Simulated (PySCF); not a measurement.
# EPR calculation of C₃H₁₀NOSi

- system: C₃H₁₀NOSi, multiplicity 2
- method: UKS B3LYP, pcH-1 on C H N O Si, non-relativistic, mean-field spin-orbit, GIAO (PySCF 2.14.0)

It belongs to a series of runs on one base structure; here: H removed from N.

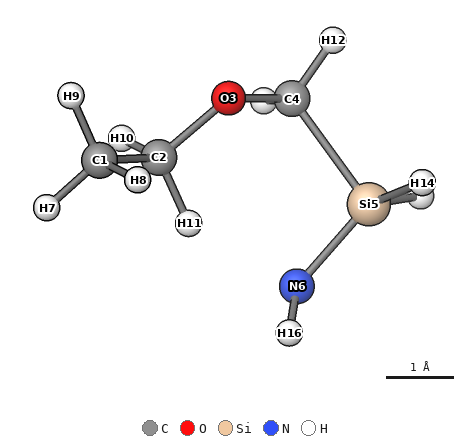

**Figure 1.** The structure as given in the input (ball-and-stick view, seen at a tilt; atoms are numbered from 1 in the order of the input). Bond lengths as drawn: C–C 1.52 Å, C–H 1.09 to 1.12 Å, C–O 1.38 to 1.40 Å, C–Si 1.99 Å, H–N 1.01 Å, H–Si 1.47 Å and N–Si 1.66 Å.

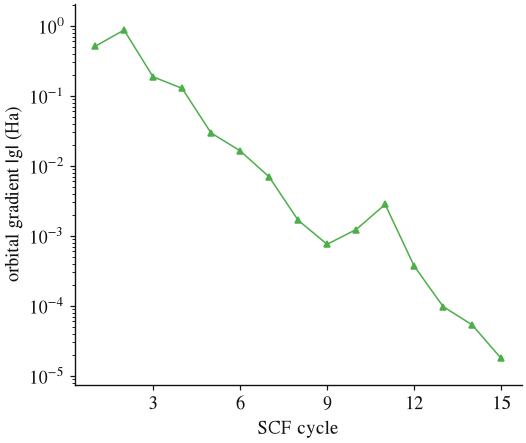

**Figure 2.** Convergence of the self-consistent field: orbital gradient |g| against the SCF cycle. All cycles printed in the log are drawn one after another.

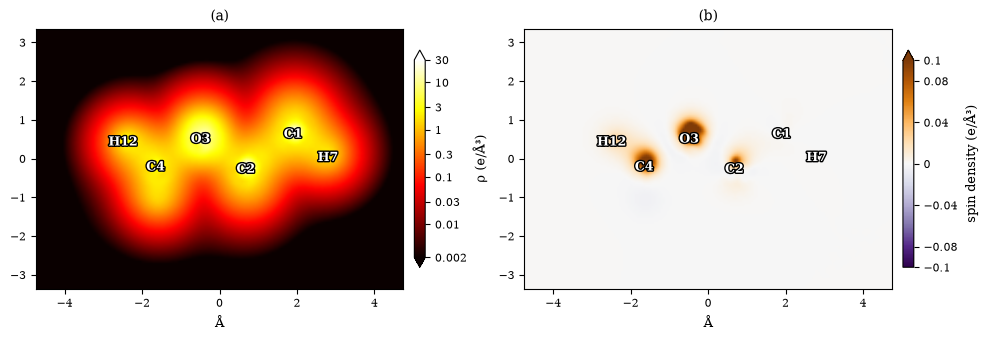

**Figure 3.** (a) total electron density; (b) spin density (α minus β) on the plane of atoms C1, C2 and O3. Atoms in the plane: C, O and H. C–C (1.52 Å): ρ at the midpoint is about 1.6 e/Å³. C–H (1.09 Å): ρ at the midpoint is about 1.8 e/Å³. The unpaired spin (1 electron) lies mostly on N6 (about 0.6), C4 (about 0.1) and O3 (about 0.1), in electrons by Hirshfeld's partition.

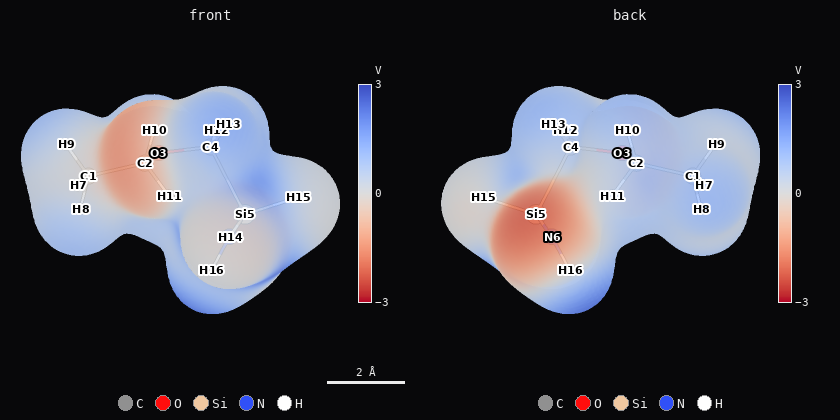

**Figure 4.** The electrostatic potential painted on the density surface at 0.004 e/bohr³, seen at a tilt and from behind; the colour scale runs from red (negative) to blue (positive).

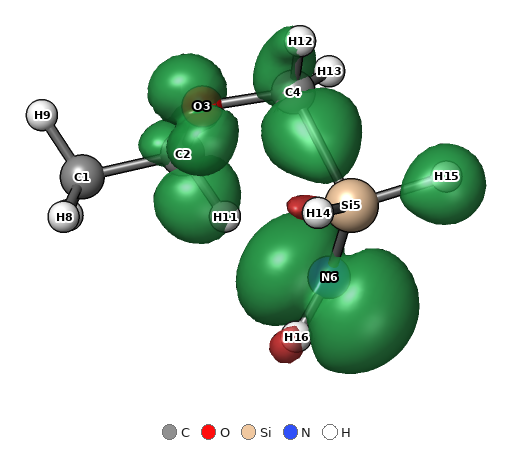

**Figure 5.** Isosurfaces of the spin density (α minus β) at +0.015 (green) and −0.015 e/Å³ (red), seen at a tilt. The unpaired spin (1 electron) lies mostly on N6 (about 0.6), C4 (about 0.1) and O3 (about 0.1), in electrons by Hirshfeld's partition.

The input and output of the run follow.

Input file:
```
{"job": {"kind": "epr", "basis": "pcH-1"}, "charge": 0, "multiplicity": 2}
C     -2.312661    -0.230063    -0.499383
C     -0.996851     0.524127    -0.439846
O     -0.528913     0.564751     0.881154
C      0.736383     1.086784     1.021299
Si     2.090935    -0.254943     0.457383
N      1.651536    -0.560749    -1.109526
H     -2.658472    -0.284605    -1.527659
H     -2.181241    -1.237390    -0.113802
H     -3.065457     0.273343     0.102521
H     -1.103748     1.546614    -0.832204
H     -0.213283     0.020696    -1.053044
H      0.895106     1.303840     2.073067
H      0.891731     1.977892     0.411943
H      2.063962    -1.225993     1.556666
H      3.291689     0.582498     0.519316
H      1.431685    -1.480858    -1.459297
```

The first line tells a small driver script what to run in PySCF; the rest is the geometry in Å.

Launch command:
```bash
OMP_NUM_THREADS=1 python <driver script> task.json out
```

The program's output:
```
UKS, coarse grid
  cycle   1  E = -539.64986456  |g| = 5.09e-01
  cycle   2  E = -539.40393838  |g| = 8.71e-01
  cycle   3  E = -539.74502215  |g| = 1.87e-01
  cycle   4  E = -539.75729700  |g| = 1.28e-01
  cycle   5  E = -539.76402139  |g| = 2.95e-02
  cycle   6  E = -539.76447127  |g| = 1.64e-02
  cycle   7  E = -539.76462545  |g| = 6.96e-03
  cycle   8  E = -539.76466402  |g| = 1.67e-03
  cycle   9  E = -539.76466584  |g| = 7.57e-04
UKS, final grid
  cycle   1  E = -539.76464401  |g| = 1.23e-03
  cycle   2  E = -539.76464095  |g| = 2.81e-03
  cycle   3  E = -539.76464484  |g| = 3.70e-04
  cycle   4  E = -539.76464490  |g| = 9.73e-05
  cycle   5  E = -539.76464492  |g| = 5.34e-05
  cycle   6  E = -539.76464492  |g| = 1.77e-05
E = -539.76464492 Eh   <S^2> = 0.7578 (exact 0.7500)
g shifts (ppm)      1          2          3
  rmc          -216       -216       -216
  gc              1         67         49
  oz_so         361       2124       6017
  total         146       1974       5850
hyperfine (MHz)  atom isotope    a_iso     a_fc   dipolar eigenvalues
    0   13C      -0.54      -0.54     -0.70     -0.55      1.26
    1   13C      14.45      14.43     -8.26     -6.75     15.01
    2   17O     -11.47     -11.43    -37.90     18.68     19.21
    3   13C      45.47      45.44    -14.68    -14.01     28.69
    4  29Si      48.03      48.17     -5.20     -1.17      6.37
    5   14N      28.31      28.20    -32.00    -30.89     62.89
    6    1H       0.17       0.17     -1.50     -0.98      2.48
    7    1H       0.81       0.81     -1.63     -1.10      2.73
    8    1H       8.47       8.47     -1.28     -0.84      2.12
    9    1H      25.32      25.32     -3.19     -0.96      4.15
   10    1H      43.64      43.66    -17.23    -11.24     28.46
   11    1H      20.52      20.51     -6.61     -2.13      8.74
   12    1H       4.40       4.38     -6.14     -0.36      6.51
   13    1H      -2.10      -2.10     -2.48     -1.65      4.13
   14    1H     120.28     120.28     -2.75     -1.31      4.06
   15    1H     -39.27     -39.40    -39.26     -7.19     46.45
```

Key numbers:

- outcome: converged
- total energy: −539.764645 hartree
- ⟨S²⟩: 0.758
- isotropic g: 2.0050
- hardware: 1 CPU thread, shared host
- wall time: 53 s
- peak memory: 0.95 GiB
